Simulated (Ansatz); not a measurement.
## Si2H4O2F2: a changed input and its effect

System: Si2H4O2F2, SMILES O[SiH](F)[SiH](O)F.
Method of the first run: RHF/def2-SVP (Ansatz 0.2.0).

Text and figures count atoms from 1; the logs count them from 0 in places.

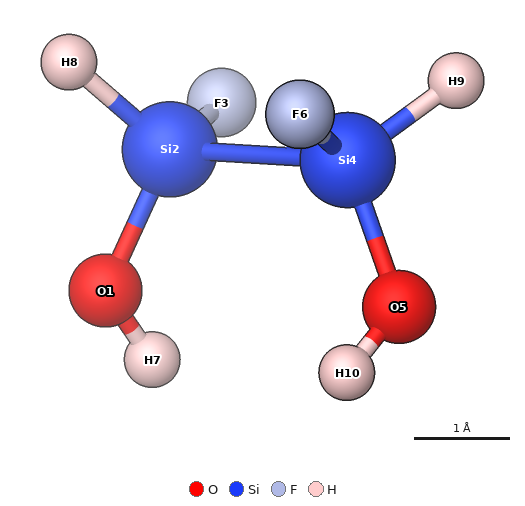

**Figure 1.** The structure as given in the input (ball-and-stick view, seen at a tilt; atoms are numbered from 1 in the order of the input). Bond lengths as drawn: F–Si 1.62 Å, H–O 0.94 Å, H–Si 1.47 Å, O–Si 1.64 Å and Si–Si 2.36 Å.

**Input, the first run**
```yaml
crystal:
  periodic: [false, false, false]
  atoms:
    - { symbol: O, position_ang: [-1.561322, 0.315046, -1.283087] }
    - { symbol: Si, position_ang: [0.03856, -0.051638, -1.266882] }
    - { symbol: F, position_ang: [0.250968, -1.524915, -1.893699] }
    - { symbol: Si, position_ang: [0.830317, -0.134816, 0.956631] }
    - { symbol: O, position_ang: [-0.423883, -0.342119, 1.995081] }
    - { symbol: F, position_ang: [1.535659, 1.287213, 1.25476] }
    - { symbol: H, position_ang: [-2.194902, -0.239144, -0.854035] }
    - { symbol: H, position_ang: [0.714773, 0.918253, -2.136665] }
    - { symbol: H, position_ang: [1.804403, -1.196869, 1.235316] }
    - { symbol: H, position_ang: [-1.12112, 0.292771, 2.053484] }
basis:
  gaussian: { orbitals: def2-SVP }
hamiltonian:
  xc: hf
output:
  forces: true
```

Command:
```bash
ansatz run input.yaml --threads 1 --pin off --max-ram 2560MiB --backend cpu --events-out ev --progress --plain --runs-dir out
```

Hardware: 1 thread of Arm Neoverse N1, 90 GiB of memory available, shared host.

**Output (the first run)**
```
Engine: ansatz 0.2.0, aarch64-unknown-linux-gnu
Functional definition: HF
  exchange = exact_x
  correlation = 0
1049 factors; integrals over basis functions are off by at most 1.1e-3 eV
mean field evaluation 1: about -25261.5991 eV, gradient 5.3e1 eV
mean field evaluation 2: about -25261.6015 eV, gradient 5.3e1 eV
mean field evaluation 4: about -25266.8723 eV, gradient 2.9e0 eV
mean field evaluation 8: about -25266.9033 eV, gradient 1.9e-1 eV
mean field -25266.90343054 eV, -928.5415745500 hartree, gradient 1.1e-5 eV, S^2 0.000000; 0 other end points of the search recorded, 0 dependent functions left out
the calculation of the forces begins
reference -25266.90343054 eV, -928.5415745500 hartree; 33, 33 occupied and 79, 79 virtual orbitals, 1049 factors
Total energy: -25266.90343054 eV, -928.5415745500 hartree
Atom 0 at    -1.561322     0.315046    -1.283087 Å, force    -0.018759    -0.007335     0.026457 eV/Å
Atom 1 at     0.038560    -0.051638    -1.266882 Å, force     0.022878     0.033771     0.016184 eV/Å
Atom 2 at     0.250968    -1.524915    -1.893699 Å, force     0.000469     0.001261     0.006679 eV/Å
Atom 3 at     0.830317    -0.134816     0.956631 Å, force     0.007448    -0.037709    -0.029398 eV/Å
Atom 4 at    -0.423883    -0.342119     1.995081 Å, force    -0.031173     0.013821    -0.005812 eV/Å
Atom 5 at     1.535659     1.287213     1.254760 Å, force    -0.005341     0.000065    -0.003539 eV/Å
Atom 6 at    -2.194902    -0.239144    -0.854035 Å, force     0.002528    -0.008821    -0.028953 eV/Å
Atom 7 at     0.714773     0.918253    -2.136665 Å, force    -0.000549    -0.009144    -0.004042 eV/Å
Atom 8 at     1.804403    -1.196869     1.235316 Å, force     0.003078     0.007809     0.002049 eV/Å
Atom 9 at    -1.121120     0.292771     2.053484 Å, force     0.019420     0.006282     0.020376 eV/Å
Dipole moment:    -0.360617     0.022685     0.133443 e Å
```

For the second run the input was changed thus:
```diff
-    - { symbol: F, position_ang: [0.250968, -1.524915, -1.893699] }
-    - { symbol: Si, position_ang: [0.830317, -0.134816, 0.956631] }
-    - { symbol: O, position_ang: [-0.423883, -0.342119, 1.995081] }
-    - { symbol: F, position_ang: [1.535659, 1.287213, 1.25476] }
+    - { symbol: F, position_ang: [0.573304, -0.023492, 0.256869] }
+    - { symbol: Si, position_ang: [1.259649, 1.58787, -2.449577] }
+    - { symbol: O, position_ang: [0.66032, 3.081233, -2.125472] }
+    - { symbol: F, position_ang: [1.067966, 1.269598, -4.021364] }
-    - { symbol: H, position_ang: [0.714773, 0.918253, -2.136665] }
-    - { symbol: H, position_ang: [1.804403, -1.196869, 1.235316] }
-    - { symbol: H, position_ang: [-1.12112, 0.292771, 2.053484] }
+    - { symbol: H, position_ang: [0.174755, -1.42192, -1.775071] }
+    - { symbol: H, position_ang: [2.698484, 1.626015, -2.161889] }
+    - { symbol: H, position_ang: [-0.23317, 3.306096, -2.334631] }
```

How does the second run compare with the first run?

On the same kind of shared host the second run took about 360 times as long.

**Output (the second run)**
```
Engine: ansatz 0.2.0, aarch64-unknown-linux-gnu
Functional definition: HF
  exchange = exact_x
  correlation = 0
1048 factors; integrals over basis functions are off by at most 1.1e-3 eV
mean field evaluation 1: about -25261.6313 eV, gradient 5.3e1 eV
mean field evaluation 2: about -25261.6337 eV, gradient 5.3e1 eV
mean field evaluation 4: about -25266.9190 eV, gradient 2.9e0 eV
mean field evaluation 8: about -25266.9498 eV, gradient 1.9e-1 eV
mean field -25266.94989067 eV, -928.5432819284 hartree, gradient 9.9e-6 eV, S^2 0.000000; 0 other end points of the search recorded, 0 dependent functions left out
the calculation of the forces begins
reference -25266.94989067 eV, -928.5432819284 hartree; 33, 33 occupied and 79, 79 virtual orbitals, 1048 factors
Total energy: -25266.94989067 eV, -928.5432819284 hartree
Atom 0 at    -1.561322     0.315046    -1.283087 Å, force     0.080212     0.332608     0.019001 eV/Å
Atom 1 at     0.038560    -0.051638    -1.266882 Å, force    -0.143791    -0.008365    -0.159847 eV/Å
Atom 2 at     0.573304    -0.023492     0.256869 Å, force     0.011672    -0.096846    -0.007601 eV/Å
Atom 3 at     1.259649     1.587870    -2.449577 Å, force    -0.311374     0.255108     0.077498 eV/Å
Atom 4 at     0.660320     3.081233    -2.125472 Å, force     0.129032    -0.108178    -0.096912 eV/Å
Atom 5 at     1.067966     1.269598    -4.021364 Å, force     0.024523    -0.056487     0.028264 eV/Å
Atom 6 at    -2.194902    -0.239144    -0.854035 Å, force     0.002373    -0.021111    -0.018304 eV/Å
Atom 7 at     0.174755    -1.421920    -1.775071 Å, force     0.264708    -0.195302     0.080521 eV/Å
Atom 8 at     2.698484     1.626015    -2.161889 Å, force    -0.022562    -0.072402     0.024008 eV/Å
Atom 9 at    -0.233170     3.306096    -2.334631 Å, force    -0.034793    -0.029026     0.053372 eV/Å
Dipole moment:    -0.375822    -0.232674     0.055378 e Å
```

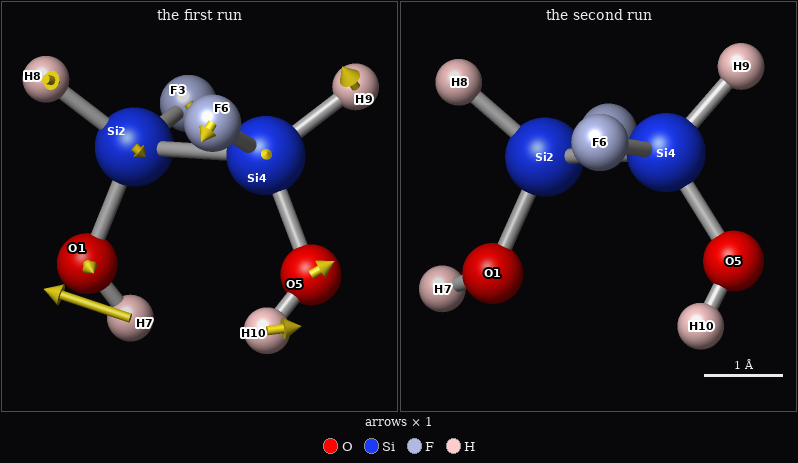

**Figure 2.** The two input geometries at one scale (ball-and-stick view, seen at a tilt). The yellow arrows on the first give the shifts of the atoms after the best rigid fit, at true length. H7 moves most after the best rigid fit: 1.20 Å. Largest moves by element: H 1.20 Å, F 0.46 Å, O 0.35 Å, Si 0.20 Å.

**The two runs side by side**

| quantity | the first run | the second run |
| --- | --- | --- |
| outcome | converged | converged |
| total energy (hartree) | −928.541575 | – |
| largest force (eV/Å) | 0.048 | – |
| basis functions | 112 | – |
| wall time (shared host) | 4.2 s | 25 min |
